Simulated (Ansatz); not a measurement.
**Decaying states in the gap of BaLiI3**

A new crystal, BaLiI3: structure, gap and complex bands. It is built by putting I for F in the BaLiF3 structure of space group Pm-3m, with the volume rescaled by atomic radii. The parent structure comes from the Materials Project.

Program: Ansatz 0.2.0. Level of theory: PBE DFT, plane waves, PAW files, in the first sound run; inputs show where later runs differ. Results are calculated unless marked as measured.

The structure was built from a prototype and need not be the compound's stable phase.

## 1. Set-up

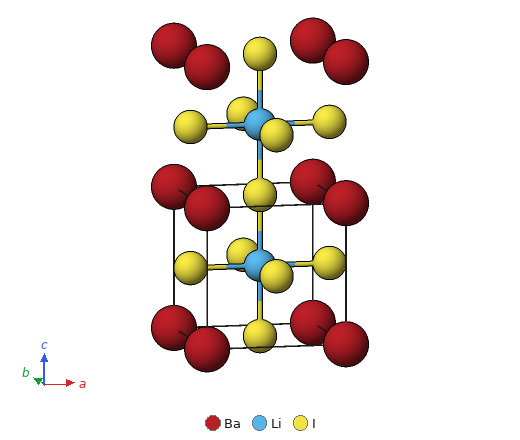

The cell as given, slightly off an axis (barium red, lithium blue, iodine yellow). 1×1×2 cells are drawn. Some periodic images of atoms are drawn too.

## 2. Cell and atoms at rest

The substituted atoms don't fit the parent's cell, so cell and atoms relax together. A small smearing keeps the run stable in case the gap closes on the way.

input.yaml reads:

```yaml
crystal:
  lattice:
    - [4.8319560001, 0.0, 0.0]
    - [0.0, 4.8319560001, 0.0]
    - [0.0, 0.0, 4.8319560001]
  atoms:
    - { symbol: Ba, position: [0.0, 0.0, 0.0] }
    - { symbol: Li, position: [0.5, 0.5, 0.5] }
    - { symbol: I, position: [0.0, 0.5, 0.5] }
    - { symbol: I, position: [0.5, 0.5, 0.0] }
    - { symbol: I, position: [0.5, 0.0, 0.5] }
kpoints:
  mp_grid: { grid: [4, 4, 4] }
scf:
  occupations: { method: gaussian, width: 0.03 }
hamiltonian:
  xc: pbe
output:
  forces: true
  stress: true
relax:
  f_tol: 0.02
  max_steps: 60
  cell: {}
```

On the command line:

```bash
ansatz run input.yaml --threads 2 --pin off --max-ram 4096MiB --backend cpu --events-out ev --progress --plain --runs-dir out
```

Numbers of over 12 decimals in the logs are rounded to 6 here.

The program printed:

```text
Engine: ansatz 0.2.0, aarch64-unknown-linux-gnu
Pseudopotentials: kind: paw
Pseudopotential: Ba, paw, valence charge 10, recommended cutoff 420 eV (normal), Ba.paw.azcp
Pseudopotential: Li, paw, valence charge 3, recommended cutoff 420 eV (normal), Li.paw.azcp
Pseudopotential: I, paw, valence charge 17, recommended cutoff 420 eV (normal), I.paw.azcp
Functional definition: PBE
  parameter kappa = 0.804
  parameter beta = 0.066725
  exchange = pbe_x(kappa = kappa, mu = beta*pi^2/3)
  correlation = pbe_c(beta = beta)
Crystal: 5 atoms, lattice volume = 112.816 Å³
Basis set: ecut = 420 eV, 2205 PW (Γ), exchange–correlation on 72×72×72 points (8 copies of the dense FFT grid, shifted against one another)
Bands: 39, of which v1, the nominal top of the filled ones, is band 32 counted from 1 (31 counted from 0)
Symmetry: 48 space group operations
Space group: Pm-3m (ITA 221), of the structure as read, at distance tolerance 4.8e-5 Å
k-points: 10 of 64
Non-local potential: Ba, projectors of the file, l = 0: 3, l = 1: 2, l = 2: 2, l = 3: 2
Non-local potential: Li, projectors of the file, l = 0: 3, l = 1: 2, l = 2: 1
Non-local potential: I, projectors of the file, l = 0: 2, l = 1: 2, l = 2: 2, l = 3: 2
PAW form: soft (Blöchl's): semilocal exchange-correlation on the pseudo side does not see the compensation charge
PAW one-centre angular grid: Ba, 194 points (default); XC on 64 Gauss nodes
PAW one-centre angular grid: Li, 110 points (default); XC on 64 Gauss nodes
PAW one-centre angular grid: I, 590 points (default); XC on 64 Gauss nodes
Initial density: superposition of atomic densities (neutral atoms: chi_scale 0, normalization atom), corrected by the library's trained network
Initial wavefunctions: pseudopotential atomic-orbital guess
Functional: x = pbe(κ = 0.804, μ = 0.219515), c = pbe(β = 0.066725)
SCF iter   1: F=—  HF=-28696.110938 eV  |F-HF|=—  |Δ(HF+E_count)|=         —  Δρ=1.79e-3  dr2=5.85e-3  ethr=1.77e-3  ⟨swp⟩=13.1  Hψ=2307  notcnv=0  defer=1
preconditioner: auto → Resta (q_TF=auto, 2.482 Å⁻¹)  ε∞=3.8  [insulator: Δε(μ)=1.521 eV  Ē_g=11.511 eV  σ=0.030 eV  W_gap=1.00  n_scr=26 (ndim 8)  ℏωp=19.1 eV  f_vac=0.000  D(μ)=0.00/eV (n_scr^D=0)  ε∞_Penn≈3.8]
SCF iter   2: F=—  HF=-28696.110669 eV  |F-HF|=—  |Δ(HF+E_count)|=   2.69e-4  Δρ=8.76e-4  dr2=7.95e-4  ethr=9.14e-6  ⟨swp⟩=2.1  Hψ=825  notcnv=0  defer=18
SCF iter   3: F=—  HF=-28696.110850 eV  |F-HF|=—  |Δ(HF+E_count)|=   1.81e-4  Δρ=3.99e-4  dr2=1.98e-4  ethr=1.24e-6  ⟨swp⟩=2.0  Hψ=676  notcnv=0  defer=18
SCF iter   4: F=—  HF=-28696.110927 eV  |F-HF|=—  |Δ(HF+E_count)|=   7.67e-5  Δρ=1.09e-4  dr2=1.80e-5  ethr=3.09e-7  ⟨swp⟩=2.0  Hψ=510  notcnv=0  defer=18
SCF iter   5: F=—  HF=-28696.110967 eV  |F-HF|=—  |Δ(HF+E_count)|=   3.97e-5  Δρ=1.79e-5  dr2=2.53e-7  ethr=2.82e-8  ⟨swp⟩=2.0  Hψ=691  notcnv=0  defer=18
SCF iter   6: F=-28696.110967 eV  HF=-28696.110967 eV  |F-HF|=6.34e-9  |Δ(HF+E_count)|=   4.47e-7  Δρ=3.38e-6  dr2=1.31e-8  ethr=1.56e-10  ⟨swp⟩=4.8  Hψ=1625  notcnv=0
SCF 1 converged in 6 iterations: F = -28696.110967 eV  dr2 = 1.31e-8
  greatest PAW one-centre occupation: 1.000 electrons in one spin orbital (limit 2), on the Li atom at site 1 (counted from 0), in its partial waves of l = 0
relax step   1: F+E_penalty+E_count = -28696.11096710 eV  Δ(F+E_penalty+E_count) = +0.000e0 eV  max|allowed force component| = 1.670e-28 eV/Å  Δτ_max = 0.0000 Å  P = +28.833 GPa  Ω = 112.816 Å³  (6 SCF iters, dr2 threshold 1.00e-7 eV, accepted)
Crystal: 5 atoms, lattice volume = 130.132 Å³
Basis set: ecut = 420 eV, 2517 PW (Γ), exchange–correlation on 72×72×72 points (8 copies of the dense FFT grid, shifted against one another)
Initial density: handed on by an earlier stage of this run
Initial wavefunctions: those handed on with the density
iter 1 solved again at ethr=1.20e-4 eV; its pass at ethr=3.10e-3 eV (dr2=7.68e-2 eV) is discarded
SCF iter   1: F=—  HF=-28698.409931 eV  |F-HF|=—  |Δ(HF+E_count)|=         —  Δρ=4.61e-3  dr2=7.74e-2  ethr=1.20e-4  ⟨swp⟩=2.6  Hψ=2994  notcnv=0
preconditioner: auto → Resta (q_TF=auto, 2.424 Å⁻¹)  ε∞=3.5  [insulator: Δε(μ)=2.177 eV  Ē_g=11.189 eV  σ=0.030 eV  W_gap=1.00  n_scr=26 (ndim 8)  ℏωp=17.8 eV  f_vac=0.003  D(μ)=0.00/eV (n_scr^D=0)  ε∞_Penn≈3.5]
SCF iter   2: F=—  HF=-28698.386829 eV  |F-HF|=—  |Δ(HF+E_count)|=   2.31e-2  Δρ=2.70e-3  dr2=2.55e-2  ethr=1.20e-4  ⟨swp⟩=3.7  Hψ=593  notcnv=0
SCF iter   3: F=—  HF=-28698.380048 eV  |F-HF|=—  |Δ(HF+E_count)|=   6.78e-3  Δρ=8.71e-4  dr2=1.06e-3  ethr=3.98e-5  ⟨swp⟩=4.0  Hψ=740  notcnv=0
SCF iter   4: F=—  HF=-28698.380071 eV  |F-HF|=—  |Δ(HF+E_count)|=   2.29e-5  Δρ=2.71e-4  dr2=1.83e-4  ethr=1.65e-6  ⟨swp⟩=2.9  Hψ=781  notcnv=0
SCF iter   5: F=—  HF=-28698.380062 eV  |F-HF|=—  |Δ(HF+E_count)|=   8.75e-6  Δρ=8.38e-5  dr2=1.73e-5  ethr=2.86e-7  ⟨swp⟩=2.1  Hψ=700  notcnv=0
SCF iter   6: F=-28698.380058 eV  HF=-28698.380058 eV  |F-HF|=1.08e-7  |Δ(HF+E_count)|=   3.69e-6  Δρ=1.45e-5  dr2=4.62e-7  ethr=7.81e-10  ⟨swp⟩=5.0  Hψ=2135  notcnv=0
SCF 2 converged in 6 iterations: F = -28698.380058 eV  dr2 = 4.62e-7
relax step   2: F+E_penalty+E_count = -28698.38005800 eV  Δ(F+E_penalty+E_count) = -2.269e0 eV  max|allowed force component| = 1.323e-28 eV/Å  Δτ_max = 0.0000 Å  P = +14.659 GPa  Ω = 130.132 Å³  energy of the carried Pulay correction = -1.839e-3 eV  (6 SCF iters, dr2 threshold 5.00e-7 eV, accepted)
Crystal: 5 atoms, lattice volume = 149.136 Å³
Basis set: ecut = 420 eV, 2945 PW (Γ), exchange–correlation on 72×72×72 points (8 copies of the dense FFT grid, shifted against one another)
iter 1 solved again at ethr=1.33e-4 eV; its pass at ethr=3.10e-3 eV (dr2=8.48e-2 eV) is discarded
SCF iter   1: F=—  HF=-28699.602250 eV  |F-HF|=—  |Δ(HF+E_count)|=         —  Δρ=4.34e-3  dr2=8.55e-2  ethr=1.33e-4  ⟨swp⟩=3.0  Hψ=3028  notcnv=0
preconditioner: auto → Resta (q_TF=auto, 2.370 Å⁻¹)  ε∞=3.4  [insulator: Δε(μ)=2.556 eV  Ē_g=10.810 eV  σ=0.030 eV  W_gap=1.00  n_scr=26 (ndim 8)  ℏωp=16.7 eV  f_vac=0.010  D(μ)=0.00/eV (n_scr^D=0)  ε∞_Penn≈3.4]
SCF iter   2: F=—  HF=-28699.575288 eV  |F-HF|=—  |Δ(HF+E_count)|=   2.70e-2  Δρ=2.52e-3  dr2=2.92e-2  ethr=1.33e-4  ⟨swp⟩=3.7  Hψ=592  notcnv=0
SCF iter   3: F=—  HF=-28699.567614 eV  |F-HF|=—  |Δ(HF+E_count)|=   7.67e-3  Δρ=1.04e-3  dr2=2.06e-3  ethr=4.57e-5  ⟨swp⟩=3.9  Hψ=737  notcnv=0
SCF iter   4: F=—  HF=-28699.567661 eV  |F-HF|=—  |Δ(HF+E_count)|=   4.64e-5  Δρ=5.40e-4  dr2=1.00e-3  ethr=3.23e-6  ⟨swp⟩=3.0  Hψ=867  notcnv=0
SCF iter   5: F=—  HF=-28699.567325 eV  |F-HF|=—  |Δ(HF+E_count)|=   3.36e-4  Δρ=2.27e-4  dr2=1.71e-4  ethr=1.57e-6  ⟨swp⟩=2.1  Hψ=654  notcnv=0
SCF iter   6: F=—  HF=-28699.567292 eV  |F-HF|=—  |Δ(HF+E_count)|=   3.26e-5  Δρ=5.53e-5  dr2=9.43e-6  ethr=2.67e-7  ⟨swp⟩=2.1  Hψ=620  notcnv=0
SCF iter   7: F=-28699.567289 eV  HF=-28699.567289 eV  |F-HF|=4.51e-10  |Δ(HF+E_count)|=   3.34e-6  Δρ=4.30e-6  dr2=4.68e-8  ethr=7.81e-10  ⟨swp⟩=5.4  Hψ=2332  notcnv=0
SCF 3 converged in 7 iterations: F = -28699.567289 eV  dr2 = 4.68e-8
relax step   3: F+E_penalty+E_count = -28699.56728852 eV  Δ(F+E_penalty+E_count) = -1.187e0 eV  max|allowed force component| = 9.256e-30 eV/Å  Δτ_max = 0.0000 Å  P = +6.207 GPa  Ω = 149.136 Å³  energy of the carried Pulay correction = -3.580e-3 eV  (7 SCF iters, dr2 threshold 5.00e-7 eV, accepted)
[...]
relax step   4: F+E_penalty+E_count = -28699.96946804 eV  Δ(F+E_penalty+E_count) = -4.022e-1 eV  max|allowed force component| = 1.391e-29 eV/Å  Δτ_max = 0.0000 Å  P = +1.337 GPa  Ω = 166.990 Å³  energy of the carried Pulay correction = -5.005e-3 eV  (7 SCF iters, dr2 threshold 5.00e-7 eV, accepted)
[...]
relax step   5: F+E_penalty+E_count = -28699.99387054 eV  Δ(F+E_penalty+E_count) = -2.440e-2 eV  max|allowed force component| = 5.864e-30 eV/Å  Δτ_max = 0.0000 Å  P = +0.079 GPa  Ω = 172.660 Å³  energy of the carried Pulay correction = -5.421e-3 eV  (6 SCF iters, dr2 threshold 5.00e-7 eV, accepted)
[...]
relax step   6: F+E_penalty+E_count = -28699.99393534 eV  Δ(F+E_penalty+E_count) = -6.480e-5 eV  max|allowed force component| = 1.156e-29 eV/Å  Δτ_max = 0.0000 Å  P = -0.000 GPa  Ω = 173.032 Å³  energy of the carried Pulay correction = -5.448e-3 eV  (5 SCF iters, dr2 threshold 1.58e-8 eV, accepted)
[...]
relax step   7: F+E_penalty+E_count = -28700.08806048 eV  Δ(F+E_penalty+E_count) = -9.413e-2 eV  max|allowed force component| = 1.002e-29 eV/Å  Δτ_max = 0.0000 Å  P = +1.123 GPa  Ω = 173.032 Å³  stress off target by 1.12e0 GPa  SCF on the basis re-selected at this cell (its energy is not comparable with the rows above)  (7 SCF iters)
[...]
relax step   8: F+E_penalty+E_count = -28700.11252730 eV  Δ(F+E_penalty+E_count) = -2.447e-2 eV  max|allowed force component| = 1.465e-29 eV/Å  Δτ_max = 0.0000 Å  P = +0.404 GPa  Ω = 178.317 Å³  energy of the carried Pulay correction = -3.988e-4 eV  (6 SCF iters, dr2 threshold 5.00e-7 eV, accepted)
[...]
relax step   9: F+E_penalty+E_count = -28700.11645254 eV  Δ(F+E_penalty+E_count) = -3.925e-3 eV  max|allowed force component| = 1.588e-29 eV/Å  Δτ_max = 0.0000 Å  P = +0.024 GPa  Ω = 181.490 Å³  energy of the carried Pulay correction = -6.527e-4 eV  (6 SCF iters, dr2 threshold 4.07e-7 eV, accepted)
iter 1 solved again at ethr=5.04e-6 eV; its pass at ethr=3.10e-3 eV (dr2=3.23e-3 eV) is discarded
SCF iter   1: F=—  HF=-28700.093613 eV  |F-HF|=—  |Δ(HF+E_count)|=         —  Δρ=7.08e-4  dr2=3.84e-5  ethr=5.04e-6  ⟨swp⟩=2.5  Hψ=3135  notcnv=0
eigensolver tolerance schedule: the retry pair's looser diagonalisation over-reported the residual by 83.06 of it (diagonalisation noise at 0.16 of the residual, at the tolerance the schedule requests for it); recorded, not acted on — ethr = c·dr2/N_el stays at c = 1.0e-1
preconditioner: auto → Resta (q_TF=auto, 2.293 Å⁻¹)  ε∞=3.2  [insulator: Δε(μ)=2.615 eV  Ē_g=10.108 eV  σ=0.030 eV  W_gap=1.00  n_scr=32 (ndim 8)  ℏωp=15.1 eV  f_vac=0.015  D(μ)=0.00/eV (n_scr^D=0)  ε∞_Penn≈3.2]
SCF iter   2: F=—  HF=-28700.111190 eV  |F-HF|=—  |Δ(HF+E_count)|=   1.76e-2  Δρ=3.56e-4  dr2=5.55e-6  ethr=6.00e-8  ⟨swp⟩=2.6  Hψ=758  notcnv=0
SCF iter   3: F=—  HF=-28700.116032 eV  |F-HF|=—  |Δ(HF+E_count)|=   4.84e-3  Δρ=1.47e-4  dr2=2.21e-6  ethr=8.68e-9  ⟨swp⟩=2.0  Hψ=537  notcnv=0
SCF iter   4: F=—  HF=-28700.116991 eV  |F-HF|=—  |Δ(HF+E_count)|=   9.59e-4  Δρ=5.46e-6  dr2=7.76e-8  ethr=3.46e-9  ⟨swp⟩=2.0  Hψ=540  notcnv=0
SCF iter   5: F=—  HF=-28700.116992 eV  |F-HF|=—  |Δ(HF+E_count)|=   6.01e-7  Δρ=1.41e-6  dr2=1.01e-8  ethr=1.21e-10  ⟨swp⟩=2.0  Hψ=616  notcnv=0
SCF iter   6: F=—  HF=-28700.116992 eV  |F-HF|=—  |Δ(HF+E_count)|=   8.77e-9  Δρ=3.68e-7  dr2=5.90e-10  ethr=1.59e-11  ⟨swp⟩=2.0  Hψ=523  notcnv=0
SCF iter   7: F=-28700.116992 eV  HF=-28700.116992 eV  |F-HF|=7.28e-12  |Δ(HF+E_count)|=  6.98e-10  Δρ=1.10e-7  dr2=3.59e-11  ethr=1.00e-12  ⟨swp⟩=3.7  Hψ=1810  notcnv=0
SCF 10 converged in 7 iterations: F = -28700.116992 eV  dr2 = 3.59e-11
relax step  10: F+E_penalty+E_count = -28700.11699167 eV  Δ(F+E_penalty+E_count) = -5.391e-4 eV  max|allowed force component| = 1.065e-29 eV/Å  Δτ_max = 0.0000 Å  P = +0.020 GPa  Ω = 181.490 Å³  stress off target by 2.03e-2 GPa  SCF on the basis re-selected at this cell (its energy is not comparable with the rows above)  (7 SCF iters)
basis re-selected at this cell: Δ(F+E_penalty+E_count) = -5.391e-4 eV, ΔP = -0.004 GPa vs the last step (what re-selecting the basis moved, of the pressure what is left beyond the Pulay correction that the steps carried, after the strain that the cell walked since its last selection, with what the two solves' SCF thresholds leave and, on support functions, any second-order correction that the steps lacked; it is no m [...]
SCF converged after 7 iterations
Free energy (F): -28700.116992 eV
Harris-Foulkes:  -28700.116992 eV  (|F-HF|=7.28e-12)
Internal energy: -28700.116992 eV  (E = F + TS)
E sigma→0 (E₀):  -28700.116992 eV
Fermi energy:    6.971387 eV
--- Per-component energies (eV) ---
  E_band       = -1266.198776
  E_kinetic    = 755.055845
  E_local      = -6636.952464  (includes V_loc(G=0)·N_el)
  E_nonlocal   = -247.995289
  E_hartree    = 3350.027672
  E_xc         = -563.291735
  E_vxc        = -535.625945  (∫ρ·V_xc dr)
  E_paw        = -19696.882636  (= ΣΔE_a)
  E_vpaw       = -1300.736756  (= ΣTr[D̂ρ^β])
  E_aug_tail   = -0.000020  (compensation charges beyond the density's cutoff)
  E_ewald      = -5660.078364
  E_smearing   = -0.000000  (= −TS)
  E_closure    = -0.000000  (closes the sum)
  Σ components = -28700.116992   (vs F -28700.116992, Δ=0.00e0)
--- Forces (eV/Å), atoms counted from 1 ---
  atom   1  Ba     0.00000000     0.00000000     0.00000000
  atom   2  Li     0.00000000    -0.00000000     0.00000000
  atom   3  I     -0.00000000     0.00000000     0.00000000
  atom   4  I      0.00000000     0.00000000    -0.00000000
  atom   5  I     -0.00000000    -0.00000000     0.00000000
  max |Σ_I F_I| component: 1.74e-29 eV/Å
--- Stress (GPa, compression-positive) ---
        0.020291       0.000000      -0.000000
        0.000000       0.020291      -0.000000
       -0.000000      -0.000000       0.020291
  P = ⅓ Tr σ = 0.0203 GPa (0.203 kbar)
--- Relaxed structure (8 steps of the walk, 8 accepted, 2 SCFs on fresh bases) ---
  F+E_penalty+E_count = -28700.11699167 eV   max|allowed force component| = 1.065e-29 eV/Å   (the final SCF, on the basis selected at the relaxed cell)
  cell:  # Å, volume = 181.4900 Å³
    - [5.661753, 0, 0]
    - [0, 5.661753, 0]
    - [0, 0, 5.661753]
  atoms:
    - { symbol: Ba, position: [0, 0, 0] }
    - { symbol: Li, position: [0.5, 0.5, 0.5] }
    - { symbol: I, position: [0, 0.5, 0.5] }
    - { symbol: I, position: [0.5, 0.5, 0] }
    - { symbol: I, position: [0.5, 0, 0.5] }
```

The job ended after 17 s (2 threads of Arm Neoverse V2, shared host; peak memory 0.46 GiB; 33 s of CPU time).

The steps of the relaxation:

```csv
step,energy less that of the first step (eV),largest force component (eV/Å),pressure (GPa),volume (Å³)
1,0.0000,0.0000,28.83,112.82
2,-2.2691,0.0000,14.66,130.13
3,-3.4563,0.0000,6.21,149.14
4,-3.8585,0.0000,1.34,166.99
5,-3.8829,0.0000,0.08,172.66
6,-3.8830,0.0000,0.00,173.03
7*,-3.9771,0.0000,1.12,173.03
8,-4.0016,0.0000,0.40,178.32
9,-4.0055,0.0000,0.02,181.49
10*,-4.0060,0.0000,0.02,181.49
```

Relaxation steps marked * repeat the geometry before them on a plane-wave basis chosen anew for their cell, so energy and pressure can jump there.

The run keeps the 48 symmetry operations that it works with, so distortions that break them were not tested.

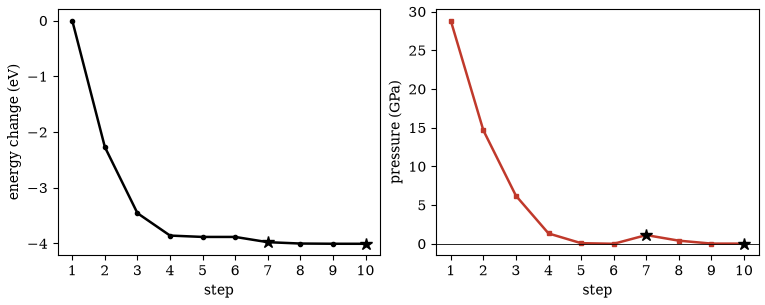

Energy and pressure along the relaxation. Stars mark steps on a basis chosen anew.

```csv
cell as run,before,after,change
a (Å),4.832,5.662,+17.2 %
b (Å),4.832,5.662,+17.2 %
c (Å),4.832,5.662,+17.2 %
volume (Å³/atom),22.56,36.30,+60.9 %
```

The relaxed structure:

```cif
data_structure
_symmetry_space_group_name_H-M 'P 1'
_symmetry_Int_Tables_number 1
_cell_length_a 5.6618
_cell_length_b 5.6618
_cell_length_c 5.6618
_cell_angle_alpha 90.000
_cell_angle_beta 90.000
_cell_angle_gamma 90.000
_cell_volume 181.49
loop_
_atom_site_label
_atom_site_type_symbol
_atom_site_fract_x
_atom_site_fract_y
_atom_site_fract_z
_atom_site_occupancy
Ba1 Ba 0.00000 0.00000 0.00000 1
Li2 Li 0.50000 0.50000 0.50000 1
I3 I 0.00000 0.50000 0.50000 1
I4 I 0.50000 0.50000 0.00000 1
I5 I 0.50000 0.00000 0.50000 1
```

This step gave:

- free energy: -28700.1170 eV
- Fermi energy: 6.971 eV
- pressure: 0.02029 GPa

The largest force component on a free atom ends at 1.1e-29 eV/Å.

## 3. Band edges

The energy window and the wavevectors of the next steps follow from the band edges, so these are searched first, off the mesh as well.

input.yaml reads:

```yaml
crystal:
  lattice:
    - [5.6617529204, 0.0, 0.0]
    - [0.0, 5.6617529204, 0.0]
    - [0.0, 0.0, 5.6617529204]
  atoms:
    - { symbol: Ba, position: [0.0, 0.0, 0.0] }
    - { symbol: Li, position: [0.5, 0.5, 0.5] }
    - { symbol: I, position: [0.0, 0.5, 0.5] }
    - { symbol: I, position: [0.5, 0.5, 0.0] }
    - { symbol: I, position: [0.5, 0.0, 0.5] }
kpoints:
  mp_grid: { grid: [6, 6, 6] }
  band_path: { path: [VBM, CBM], npoints: 30 }
scf:
  occupations: { method: fixed }
hamiltonian:
  xc: pbe
output:
  eigenvalues: true
  write_potential: true
  write_density: true
  volumetric_format: npy
```

The program printed:

```text
[...]
Crystal: 5 atoms, lattice volume = 181.490 Å³
Basis set: ecut = 420 eV, 3575 PW (Γ)
Bands: 39, of which v1, the nominal top of the filled ones, is band 32 counted from 1 (31 counted from 0)
Symmetry: 48 space group operations
[...]
k-points: 20 of 216
[...]
SCF iter   1: F=—  HF=-28700.115571 eV  |F-HF|=—  |Δ(HF+E_count)|=         —  Δρ=6.72e-4  dr2=1.49e-3  ethr=1.77e-3  ⟨swp⟩=6.6  Hψ=2979  notcnv=0  defer=81
[...]
SCF iter   6: F=-28700.117642 eV  HF=-28700.117642 eV  |F-HF|=9.15e-9  |Δ(HF+E_count)|=   1.20e-7  Δρ=1.69e-6  dr2=7.37e-9  ethr=1.56e-10  ⟨swp⟩=15.4  Hψ=4900  notcnv=0
SCF 1 converged in 6 iterations: F = -28700.117642 eV  dr2 = 7.37e-9
[...]
NSCF: frozen V_eff on 20 k-points
[...]
SCF converged after 6 iterations
Free energy (F): -28700.117642 eV
[...]
Internal energy: -28700.117642 eV  (E = F + TS)
E sigma→0 (E₀):  -28700.117642 eV
Fermi energy:    5.669380 eV
[...]
--- Band table (eV; the first three rows and the last of 20) ---
  k-point 0: bands = [... 28 lower, 4.6759, 5.4799, 5.4799, 5.4799, 8.2728, 8.3079, 8.3079, 8.9112, ... 3 higher]
  k-point 1: bands = [... 28 lower, 4.5732, 5.1516, 5.3760, 5.3760, 8.4978, 8.6596, 8.6603, 8.9603, ... 3 higher]
  k-point 2: bands = [... 28 lower, 4.3581, 4.5090, 5.1899, 5.1899, 8.9616, 9.0704, 9.4022, 9.5128, ... 3 higher]
  k-point 19: bands = [... 28 lower, 5.5284, 5.6694, 5.6694, 5.6694, 8.7084, 9.1496, 9.1496, 9.1496, ... 3 higher]
```

Run time: 13 s. Hardware: 2 threads; peak memory 0.46 GiB; 25 s of CPU time.

The column dr2 measures how far the density is from self-consistency, as an energy; F and HF (Harris–Foulkes) agree once it is small.

This step gave:

```
free energy         : -28700.1176 eV
Fermi energy        : 5.669 eV
gap on the k-mesh   : 2.603 eV
gap on path         : 2.603 eV, by band count; negative where bands overlap
direct gap on path  : 2.793 eV
edge places on path : 0, 0.9611 1/A along the path
```

The electronic bands at the labelled points (eV, zero at the Fermi level (highest filled level under fixed occupations); v1 is the highest filled band, c1 the lowest empty one):

```csv
point,v4,v3,v2,v1,c1,c2,c3,c4
VBM,-0.14,0.00,0.00,0.00,3.04,3.48,3.48,3.48
CBM,-0.99,-0.19,-0.19,-0.19,2.60,2.64,2.64,3.24
```

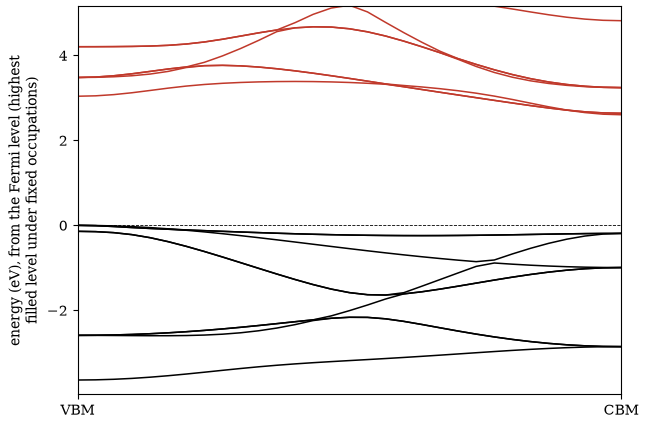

Electronic bands along the path; lines of filled and empty bands in two colours.

The searched edges give 2.60 eV, as on the mesh.

(Part 1 of 3 ends here.)

[Logs are printed without paths, hosts, clocks, repeated set-up lines and the standing remarks that a program may print on its own settings, such as how far it seeks lower states.]

[Hosts, paths, dates, database ids (printed as entryN), source tags and the programs' standing remarks are cut or masked in the printed files.]

[New means built here by substitution; the compound itself may be known and measured.]
